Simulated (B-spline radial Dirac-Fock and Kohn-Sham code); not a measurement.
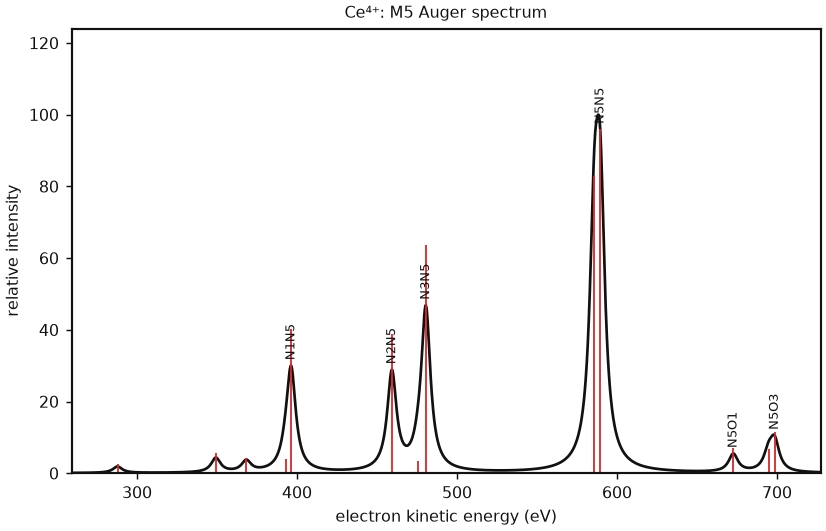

Auger groups that fill an M5 (3d5/2) hole, broadened by 7.0 eV full width. Kinetic energies count from the vacuum level; very weak lines are left out. System: the ion Ce⁴⁺. The calculation used independent-particle Coulomb rates on relativistic LDA orbitals, configuration-average energies from Dirac–Fock (a radial B-spline solver).

Which group is strongest?

Answer. M5-N5N5 at 589.5 eV, 26 % of the non-radiative width.

Which of the lines shown has the highest kinetic energy, and why?

Answer. M5-N5O3 at 698.5 eV: its two-hole final state is the least tightly bound of those shown, so the most energy is left to the electron.

How wide is the M5 level from this decay?

Answer. The non-radiative width is 0.784 eV.
